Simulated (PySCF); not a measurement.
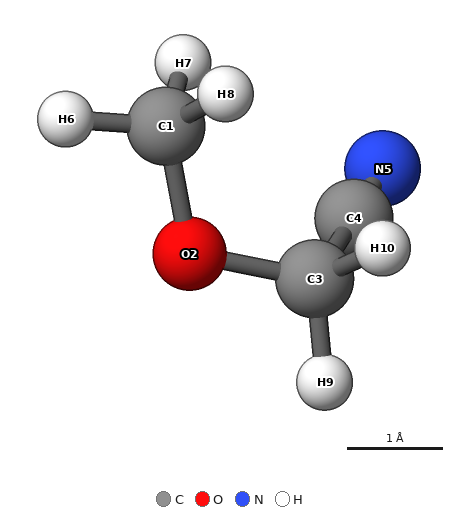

The structure (ball-and-stick view, seen at a tilt; atoms are numbered from 1 in the order of the input). Bond lengths as drawn: C–C 1.48 Å, C–H 1.10 to 1.11 Å, C–N 1.16 Å and C–O 1.39 to 1.40 Å.

**C$_{3}$H$_{5}$NO: one change and its effect**

System: C$_{3}$H$_{5}$NO (Methoxyacetonitrile), SMILES COCC#N.
Method of run A: TDDFT PBE0/def2-TZVPD, vertical, gas phase, core orbitals frozen in the response (PySCF 2.14.0).

The geometry comes from this level: PBE0-D3(BJ)/def2-SVP. Text and figures count atoms from 1; the logs count them from 0 in places.

## Input file, run A
```
{"job": {"kind": "uv", "xc": "PBE0", "basis": "def2-TZVPD"}, "charge": 0, "multiplicity": 1}
C     -1.072975     0.772535     0.348156
O     -0.632980     0.053045    -0.772239
C      0.380115    -0.852481    -0.501761
C      1.648767    -0.210689    -0.105895
N      2.626011     0.317864     0.216390
H     -1.893822     1.421342     0.016586
H     -0.271253     1.402955     0.774797
H     -1.449306     0.098691     1.141764
H      0.562391    -1.435324    -1.417490
H      0.103044    -1.567925     0.299697
```

The first line tells a small driver script what to run in PySCF; the rest is the geometry in Å.

Command:
```bash
OMP_NUM_THREADS=1 python <driver script> task.json out
```

Hardware: 1 CPU thread, shared host.

## Output (run A)
```
coarse grid: 8512 points
cycle   1  E = -246.9990735048  dE =  5.735e-01  |g| = 6.259e-01  |ddm| = 2.619e+00
cycle   2  E = -246.7869324498  dE =  2.121e-01  |g| = 1.203e+00  |ddm| = 1.427e+00
cycle   3  E = -247.0713747874  dE = -2.844e-01  |g| = 1.748e-01  |ddm| = 8.177e-01
cycle   4  E = -247.0761751301  dE = -4.800e-03  |g| = 8.744e-02  |ddm| = 1.389e-01
cycle   5  E = -247.0776560713  dE = -1.481e-03  |g| = 1.231e-02  |ddm| = 6.272e-02
cycle   6  E = -247.0776879181  dE = -3.185e-05  |g| = 2.777e-03  |ddm| = 1.482e-02
cycle   7  E = -247.0776894870  dE = -1.569e-06  |g| = 6.635e-04  |ddm| = 3.530e-03
final grid: 82688 points
cycle   8  E = -247.0690959869  dE = -4.235e-05  |g| = 9.613e-03  |ddm| = 1.890e-01
cycle   9  E = -247.0690812720  dE =  1.471e-05  |g| = 1.341e-02  |ddm| = 1.667e-02
cycle  10  E = -247.0691121736  dE = -3.090e-05  |g| = 1.498e-03  |ddm| = 7.195e-03
cycle  11  E = -247.0691126236  dE = -4.499e-07  |g| = 4.280e-04  |ddm| = 1.237e-03
cycle  12  E = -247.0691126468  dE = -2.319e-08  |g| = 2.815e-04  |ddm| = 4.450e-04
cycle  13  E = -247.0691126629  dE = -1.610e-08  |g| = 3.388e-05  |ddm| = 2.067e-04
cycle  14  E = -247.0691126631  dE = -2.597e-10  |g| = 6.490e-06  |ddm| = 4.309e-05
converged SCF energy = -247.0691126631

Static polarisability (au): isotropic 46.443, principal 38.573 45.064 55.691

Singlet excitations
state   eV       nm        f      main configurations
  1   6.8636    180.6   0.00147   H->L 0.92
  2   7.2698    170.5   0.00037   H-1->L 0.62, H-1->L+1 0.21
  3   7.4916    165.5   0.03586   H->L+1 0.91
  4   7.7936    159.1   0.00297   H->L+2 0.93
  5   7.9052    156.8   0.00410   H-2->L 0.40, H-1->L+2 0.32, H-2->L+1 0.09
  6   8.1789    151.6   0.00774   H-2->L+2 0.45, H->L+3 0.28
  7   8.1871    151.4   0.00158   H->L+3 0.67, H-2->L+2 0.16
  8   8.3671    148.2   0.00144   H-1->L+1 0.48, H-1->L 0.23, H-3->L 0.09
  9   8.5986    144.2   0.00291   H-3->L 0.58, H-1->L+1 0.15
 10   8.6935    142.6   0.04105   H->L+4 0.79, H->L+5 0.12

Triplet excitations (Tamm-Dancoff, eV): 6.1168 6.4953 6.5776 6.7499
```

Run B used a changed input.

## The two runs side by side

```csv
quantity,run A,run B
outcome,converged,converged
total energy (hartree),−247.069113,−247.004937
HOMO (eV),−8.53,−8.49
LUMO (eV),−0.18,−0.33
dipole moment (D),3.29,3.30
lowest excitation (eV),6.86,6.80
SCF iterations,14,14
strongest computed line (eV),8.69,7.25
basis functions,233,160
wall time (shared host),43 s,26 s
```

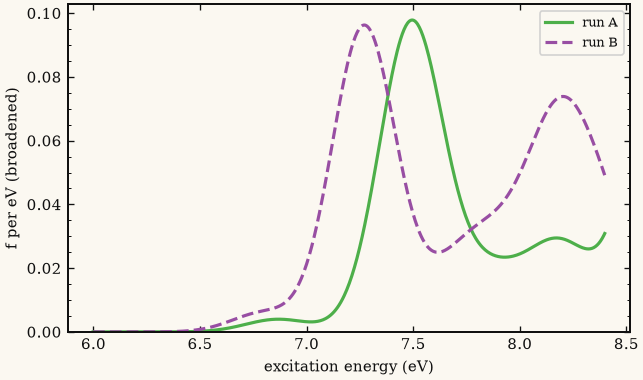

Absorption of the two runs from their computed states, each broadened by a Gaussian of 0.35 eV full width; the range ends where the shorter list of states ends.

Which change of the input explains these differences?

The change (lines with − go, lines with + come):
```diff
-"basis": "def2-TZVPD"
+"basis": "aug-cc-pVDZ"
```

The total energy of run B is 40.3 kcal/mol higher, which measures the change of basis and not a stability. The LUMO goes from −0.18 to −0.33 eV. The lowest excitation goes from 6.86 to 6.80 eV. The strongest computed line goes from 8.69 to 7.25 eV. The number of SCF iterations is the same. The basis functions go from 233 to 160.

## Output (run B)
```
coarse grid: 8512 points
cycle   1  E = -246.9229812057  dE =  5.980e-01  |g| = 5.883e-01  |ddm| = 7.037e+00
cycle   2  E = -246.7204355444  dE =  2.025e-01  |g| = 1.148e+00  |ddm| = 2.037e+00
cycle   3  E = -246.9915175462  dE = -2.711e-01  |g| = 1.586e-01  |ddm| = 1.475e+00
cycle   4  E = -246.9958400044  dE = -4.322e-03  |g| = 7.327e-02  |ddm| = 3.010e-01
cycle   5  E = -246.9969283750  dE = -1.088e-03  |g| = 9.669e-03  |ddm| = 9.306e-02
cycle   6  E = -246.9969499791  dE = -2.160e-05  |g| = 2.548e-03  |ddm| = 2.584e-02
cycle   7  E = -246.9969514273  dE = -1.448e-06  |g| = 5.333e-04  |ddm| = 4.890e-03
final grid: 82688 points
cycle   8  E = -247.0049209931  dE = -1.690e-05  |g| = 8.730e-03  |ddm| = 9.361e-02
cycle   9  E = -247.0049100202  dE =  1.097e-05  |g| = 1.184e-02  |ddm| = 3.189e-02
cycle  10  E = -247.0049364938  dE = -2.647e-05  |g| = 1.327e-03  |ddm| = 1.553e-02
cycle  11  E = -247.0049368904  dE = -3.967e-07  |g| = 1.575e-04  |ddm| = 2.312e-03
cycle  12  E = -247.0049368919  dE = -1.429e-09  |g| = 1.441e-04  |ddm| = 3.805e-04
cycle  13  E = -247.0049368960  dE = -4.139e-09  |g| = 4.032e-05  |ddm| = 2.161e-04
cycle  14  E = -247.0049368964  dE = -3.764e-10  |g| = 5.631e-06  |ddm| = 7.921e-05
converged SCF energy = -247.0049368964

Static polarisability (au): isotropic 46.449, principal 38.480 45.025 55.841

Singlet excitations
state   eV       nm        f      main configurations
  1   6.7981    182.4   0.00223   H->L 0.73, H->L+1 0.24
  2   7.2543    170.9   0.01904   H->L+1 0.42, H-1->L+1 0.19, H->L 0.17
  3   7.2861    170.2   0.01691   H->L+1 0.31, H-1->L+1 0.28, H-1->L 0.20
  4   7.6862    161.3   0.00541   H->L+3 0.51, H->L+2 0.36, H->L+4 0.09
  5   7.8321    158.3   0.00403   H->L+2 0.60, H->L+3 0.35
  6   7.9137    156.7   0.00454   H-2->L 0.24, H-2->L+1 0.24, H-1->L+3 0.15
  7   8.1259    152.6   0.00644   H-1->L 0.40, H-2->L+3 0.12, H-2->L+4 0.10
  8   8.1884    151.4   0.01545   H->L+4 0.55, H-1->L 0.14, H->L+3 0.10
  9   8.2457    150.4   0.00118   H-2->L+3 0.19, H-2->L+4 0.17, H->L+4 0.15
 10   8.3985    147.6   0.01071   H->L+5 0.85, H->L+4 0.10

Triplet excitations (Tamm-Dancoff, eV): 6.1297 6.4596 6.5933 6.7736
```
